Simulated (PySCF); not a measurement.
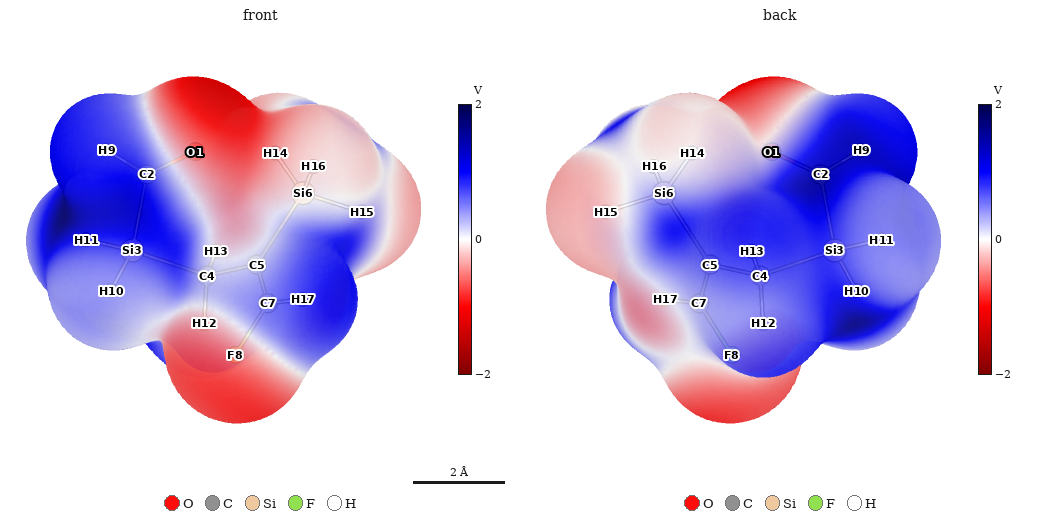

Figure 1: C$_{4}$H$_{9}$FOSi$_{2}$ (SMILES O=C[SiH2]C/C([SiH3])=C\F). The electrostatic potential painted on the density surface at 0.002 e/bohr³, seen from the front and from behind; red is negative and blue positive.

Geometry: GFN2-xTB.

Method: B3LYP/def2-SVPD, SCF density, gas phase (PySCF 2.14.0).

| atom | x (Å) | y (Å) | z (Å) |
| --- | --- | --- | --- |
| O | -0.5644 | -0.1608 | 2.0759 |
| C | -1.6255 | -0.2683 | 1.5129 |
| Si | -1.9149 | -0.0201 | -0.3735 |
| C | -0.3032 | 0.6799 | -1.1021 |
| C | 0.8709 | -0.0521 | -0.5240 |
| Si | 1.7855 | 0.6799 | 0.9602 |
| C | 1.2425 | -1.2205 | -1.0158 |
| F | 0.6041 | -1.8049 | -2.0668 |
| H | -2.5137 | -0.5489 | 2.1195 |
| H | -2.2520 | -1.3486 | -0.8868 |
| H | -3.0445 | 0.9054 | -0.5043 |
| H | -0.3230 | 0.5647 | -2.1884 |
| H | -0.2187 | 1.7456 | -0.8870 |
| H | 1.0374 | 1.8274 | 1.4677 |
| H | 3.0563 | 1.2009 | 0.4219 |
| H | 2.0903 | -0.3423 | 1.9509 |
| H | 2.0657 | -1.8253 | -0.6716 |

**Where is the surface potential most negative and most positive?**

The most negative region (about −1.2 V, or −28 kcal/mol for a unit charge) lies over O1, the most positive (about +1.6 V, or +37 kcal/mol for a unit charge) over Si3. O1 is the likeliest acceptor of a hydrogen bond.

**What dipole moment does the calculation give?**

Its dipole moment is 2.03 D.
